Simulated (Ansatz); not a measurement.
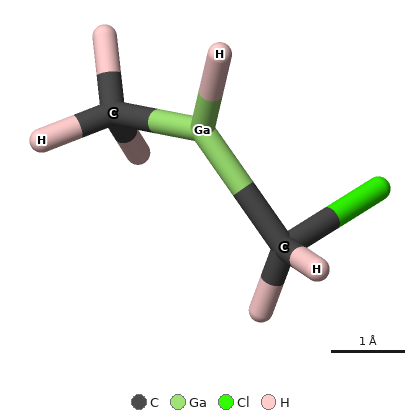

Figure 1. The input geometry (stick view, seen at a tilt). Sticks mark near contacts.

Single-point calculation, with input and output: C2H6ClGa

The run: single-point calculation of C2H6ClGa. Method and program: RKS B2PLYP (frozen core)/def2-TZVPP (Ansatz 0.2.0).

The geometry comes from this level: PBE0-D4/def2-TZVP.

### The program's output
```
Functional definition: B2PLYP
  name "B2PLYP"
  cite "Grimme, J. Chem. Phys. 124, 034108 (2006) doi:10.1063/1.2148954"
  cite "Becke, Phys. Rev. A 38, 3098 (1988) doi:10.1103/PhysRevA.38.3098"
  cite "Lee, Yang & Parr, Phys. Rev. B 37, 785 (1988) doi:10.1103/PhysRevB.37.785"
  parameter a = 0.53
  parameter c = 0.27
  exchange = (1 - a)*b88_x + a*exact_x
  correlation = (1 - c)*lyp_c + c*(mp2_os + mp2_ss)
1390 factors; integrals over basis functions are off by at most 1.1e-3 eV
mean field evaluation 1: about -67045.4971 eV, gradient 5.1e1 eV
mean field evaluation 2: about -67045.5825 eV, gradient 5.1e1 eV
mean field evaluation 4: about -67051.0225 eV, gradient 4.9e0 eV
mean field evaluation 8: about -67051.0547 eV, gradient 4.6e-1 eV
mean field evaluation 16: about -67051.0551 eV, gradient 1.3e-4 eV
mean field -67051.05506566 eV, -2464.0808248257 hartree, gradient 5.4e-6 eV, S^2 0.000000; 0 other end points of the search recorded, 0 dependent functions left out
16 core orbitals not correlated: weight in the atoms' cores, before any rotation towards them, 1.000 or more for the frozen orbitals, at most 0.000 for the correlated occupied ones
reference -67051.05524882 eV, -2464.0808315564 hartree; 17, 17 occupied and 203, 203 virtual orbitals, 1390 factors
second order -25.91090985 eV of doubles, -0.00000000 eV of singles
Total energy: -67058.05119448 eV, -2464.3379278174 hartree
```

The run was set up as follows.

### Input
```yaml
crystal:
  periodic: [false, false, false]
  atoms:
    - {symbol: C, position_ang: [-0.981689, 1.395323, -0.036382]}
    - {symbol: Ga, position_ang: [0.653901, 0.341570, -0.291334]}
    - {symbol: C, position_ang: [0.715649, -1.485792, 0.482719]}
    - {symbol: Cl, position_ang: [-0.028838, -2.216547, -1.008491]}
    - {symbol: H, position_ang: [-1.188265, 2.036979, -0.894012]}
    - {symbol: H, position_ang: [-0.868280, 2.039867, 0.840796]}
    - {symbol: H, position_ang: [-1.840559, 0.744529, 0.136634]}
    - {symbol: H, position_ang: [1.887342, 0.780203, -1.154631]}
    - {symbol: H, position_ang: [1.681921, -1.965067, 0.616737]}
    - {symbol: H, position_ang: [0.051917, -1.722164, 1.310965]}
basis:
  gaussian: {orbitals: def2-TZVPP}
hamiltonian: {xc: {name: B2PLYP}}
```

Launch command:
```bash
ansatz run in.yaml --threads 4 --pin off --events-out ev --progress --plain --max-ram 10444MiB
```

### Summary

| quantity | value |
| --- | --- |
| outcome | converged |
| total energy | −67058.0512 eV |
| mean-field energy | −67051.0552 eV |
| SCF solution under orbital rotations | stable |
| hardware | 4 threads of Arm Neoverse V2, 23 GiB of memory available, shared host |
| wall time | 4.5 s (CPU time 17 s) |
| peak memory | 0.6 GiB |
